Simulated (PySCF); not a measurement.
**C₅H₁₂Si₂: electronic excitations**

Aim: predict the electronic excitations of C₅H₁₂Si₂ (`C1[SiH2]C(C2CC2)[SiH2]1`).

Programs: PySCF 2.14.0, with density-fitted response routines of our own. Each step states its level of theory. These are calculated values for one molecule in the gas phase, unless marked as measured. Atoms count from 0, in the outputs and in this text.

**1. Starting geometry**

19 atoms, charge 0, multiplicity 1; geometry from: GFN2-xTB.

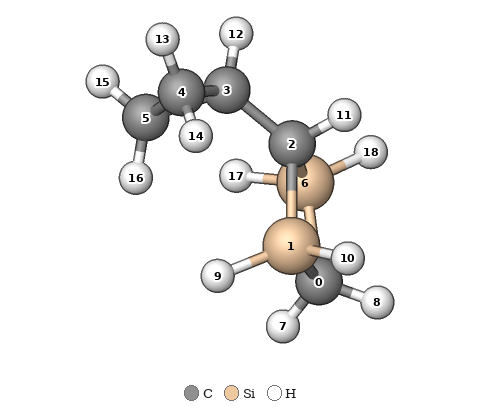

The starting geometry (carbon grey, silicon light orange, hydrogen white), atoms numbered; sticks join atoms by distance.

**2. Excited states and response: PBE0/def2-SVPD**

What the job is given:

```
{"job": {"kind": "uv", "xc": "PBE0", "basis": "def2-SVPD", "nstates": 8, "ntriplets": 3}, "charge": 0, "multiplicity": 1}
C     -2.398234    -0.162979    -0.651661
Si    -1.088166     1.218338    -0.421474
C     -0.201282     0.043390     0.823078
C      1.278720    -0.207288     0.729415
C      2.221342     0.848050     0.234113
C      1.951548    -0.370267    -0.597696
Si    -1.381841    -1.418282     0.379020
H     -2.593117    -0.453933    -1.679867
H     -3.362369     0.078945    -0.212540
H     -0.376399     1.537398    -1.661340
H     -1.568072     2.469963     0.172451
H     -0.407672     0.388101     1.841972
H      1.656037    -0.841019     1.527571
H      3.189391     0.946720     0.703074
H      1.797963     1.786067    -0.093022
H      2.735544    -1.106641    -0.696441
H      1.352605    -0.253383    -1.487699
H     -0.732811    -2.456109    -0.423825
H     -2.082989    -2.037822     1.507409
```

Level: TDDFT PBE0/def2-SVPD, vertical, gas phase, core orbitals frozen in the response.

The run is started by

```sh
$ OMP_NUM_THREADS=1 python probes_run.py task.json out
```

The driver reads the jobs from task.json and runs them one after another.

Log:

```text
coarse grid: 16120 points
cycle   1  E = -775.7355223336  dE =  6.912e-01  |g| = 4.918e-01  |ddm| = 6.431e+00
cycle   2  E = -775.6890818014  dE =  4.644e-02  |g| = 6.330e-01  |ddm| = 1.736e+00
cycle   3  E = -775.8021453212  dE = -1.131e-01  |g| = 5.382e-02  |ddm| = 1.020e+00
cycle   4  E = -775.8027511588  dE = -6.058e-04  |g| = 3.033e-02  |ddm| = 2.067e-01
cycle   5  E = -775.8029867696  dE = -2.356e-04  |g| = 5.940e-03  |ddm| = 7.018e-02
cycle   6  E = -775.8029954949  dE = -8.725e-06  |g| = 1.711e-03  |ddm| = 1.658e-02
final grid: 144360 points
cycle   7  E = -775.9048319946  dE = -4.614e-05  |g| = 8.046e-03  |ddm| = 1.909e-01
cycle   8  E = -775.9048204097  dE =  1.158e-05  |g| = 1.034e-02  |ddm| = 3.028e-02
cycle   9  E = -775.9048496463  dE = -2.924e-05  |g| = 5.544e-04  |ddm| = 1.519e-02
cycle  10  E = -775.9048497170  dE = -7.077e-08  |g| = 2.683e-04  |ddm| = 1.931e-03
cycle  11  E = -775.9048497351  dE = -1.802e-08  |g| = 5.057e-05  |ddm| = 6.272e-04
cycle  12  E = -775.9048497357  dE = -6.214e-10  |g| = 1.900e-05  |ddm| = 1.916e-04
converged SCF energy = -775.9048497357

Static polarisability (au): isotropic 106.546, principal 91.434 109.711 118.493

Singlet excitations
state   eV       nm        f      main configurations
  1   5.8463    212.1   0.01606   H->L 0.94
  2   6.4520    192.2   0.00154   H-1->L 0.75, H->L+1 0.14
  3   6.4890    191.1   0.00683   H->L+1 0.76, H-1->L 0.16
  4   6.8141    182.0   0.00866   H->L+2 0.74, H-2->L 0.12
  5   6.9033    179.6   0.06971   H-2->L 0.75, H->L+2 0.15
  6   7.0708    175.3   0.00503   H-1->L+1 0.88
  7   7.0935    174.8   0.00827   H->L+3 0.82, H->L+4 0.10
  8   7.2788    170.3   0.03412   H->L+4 0.69, H-3->L 0.12, H->L+3 0.10

Triplet excitations (Tamm-Dancoff, eV): 5.5418 6.0974 6.2545
```

Wall time 91 s (1 thread of Arm Neoverse N1, shared host); peak memory 1 GiB.

The orbitals next to the gap, with their largest atomic shares:

```tsv
orbital	eV	atoms
HOMO−3	-8.52	C5 22 %, C2 16 %, C3 16 %
HOMO−2	-8.16	C0 39 %, Si1 16 %, Si6 13 %
HOMO−1	-7.77	C2 20 %, C5 13 %, C0 12 %
HOMO	-7.15	C2 24 %, C3 16 %, C4 16 %
LUMO	-0.13	Si6 19 %, Si1 18 %, C0 11 %
LUMO+1	0.48	Si1 20 %, Si6 20 %, C0 9 %
LUMO+2	0.88	Si6 18 %, Si1 16 %, C0 13 %
```

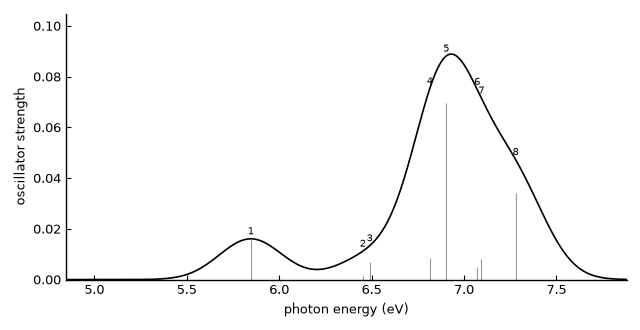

Absorption spectrum from the 8 singlet states computed; above the last one it falls off for lack of states. Lines are broadened to a width of 0.40 eV (Gaussian).

Ground-state properties from the same run:

```tsv
property	computed
dipole moment (D)	0.26
polarisability (Å³)	15.79
HOMO–LUMO gap (eV)	7.02
−ε(HOMO) (eV)	7.15
```

**3. Results**

| quantity | value |
| --- | --- |
| lowest singlet (PBE0/def2-SVPD) | 5.85 eV (212 nm), f = 0.016 |
| brightest single state of those computed | state 5, 6.90 eV, f = 0.070 |
| lowest triplet | 5.54 eV |

In words: The first singlet state (HOMO→LUMO 0.94) lies at 5.85 eV and is weak; of the 8 states computed, the strongest absorption comes from state 5 at 6.90 eV (the last state computed is bright too, and its partners may lie past the list). The lowest triplet lies 0.30 eV below the lowest singlet (triplets in Tamm-Dancoff, singlets in full TDDFT).
